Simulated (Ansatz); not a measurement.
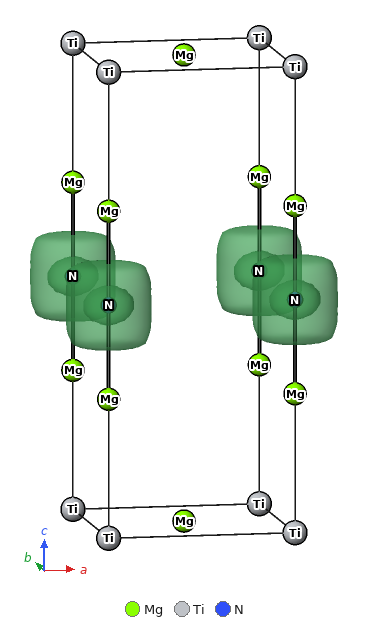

Mg₃TiN. Isosurface of the electron localisation function at 0.75 (green), seen slightly off an axis. Core shells and regions of very low density are left out. Sticks mark near contacts.

Space group P4/mmm; a structure generated by program, which may or may not match a known phase; spin-polarised.

These are results of DFT PBE, scalar-relativistic, plane waves, PAW (Ansatz), not measurements.

In a PAW calculation such maps are meaningful between the atoms, not at the nuclei.

Input file:

```
crystal:
  lattice:
    - [3.8506148114, 0.0, 0.0]
    - [0.0, 3.8506148114, 0.0]
    - [0.0, 0.0, 9.5764968664]
  atoms:
    - { symbol: Mg, position: [0.5, 0.5, 0.0] }
    - { symbol: Mg, position: [0.0, 0.0, 0.6994864287] }
    - { symbol: Mg, position: [0.0, 0.0, 0.3005135713] }
    - { symbol: Ti, position: [0.0, 0.0, 0.0], spin: 1.63 }
    - { symbol: "N", position: [0.0, 0.0, 0.5] }
basis:
  ecutwfc: 420
kpoints:
  mp_grid: { grid: [10, 10, 4] }
hamiltonian:
  xc: pbe
scf:
  occupations: { method: gaussian, width: 0.1 }
output:
  forces: true
  stress: true
  eigenvalues: true
  populations: true
  write_density: true
  write_potential: true
  elf: true
  volumetric_format: npy
magnetization:
  spin_polarized: true
relax:
  adjacent_minimum: "off"
  f_tol: 0.01
  max_steps: 80
  cell: { stress_tol: 0.05 }
```

Launched as:

```sh
ansatz run input.yaml --threads 1 --pin off --max-ram 2560MiB --backend cpu --events-out ev --progress --plain --runs-dir out
```

Below, planes, directions and counts refer to the conventional cell (a = 3.86 Å, b = 3.86 Å, c = 9.60 Å, α = 90.00°, β = 90.00°, γ = 90.00°).

The fields are those of the relaxed geometry.

Describe the localisation domains.

Answer. The ELF exceeds this value in one region wrapped around N (its valence shell), counted in one cell of 5 atoms. Any copies at cell faces, edges or corners count once.

Values along the shortest contacts:
Mg–N (1.94 Å): the ELF peaks at about 0.90 in the valence shell of N, 0.7 Å from its nucleus, and is about 0.50 at the midpoint. Mg–Ti (2.73 Å): the ELF is about 0.35 at the midpoint.
